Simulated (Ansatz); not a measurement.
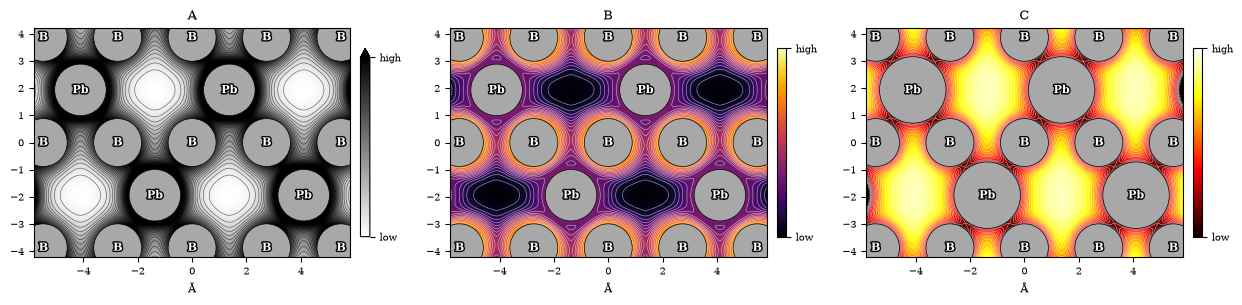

B$_{4}$Pb: 3 fields on the (011) plane of the conventional cell, with unlabelled colour scales. Grey discs cover the atomic cores.

Space group Im-3m; a structure generated by program, which may or may not match a known phase.

All numbers below come from DFT PBE, scalar-relativistic, plane waves, PAW in Ansatz 0.2.0.

Which field does each panel show? The fields are: electron localisation function, electrostatic potential energy of an electron and valence pseudo-density.

Panel A: valence pseudo-density. Panel B: electron localisation function. Panel C: electrostatic potential energy of an electron (low next to the atoms, rising into the space between them). From the grid: B–Pb (2.37 Å): ρ is about 0.49 e/Å³ halfway; the ELF peaks at about 0.80 in the valence shell of B, 0.7 Å from its nucleus, and is about 0.35 at the midpoint.
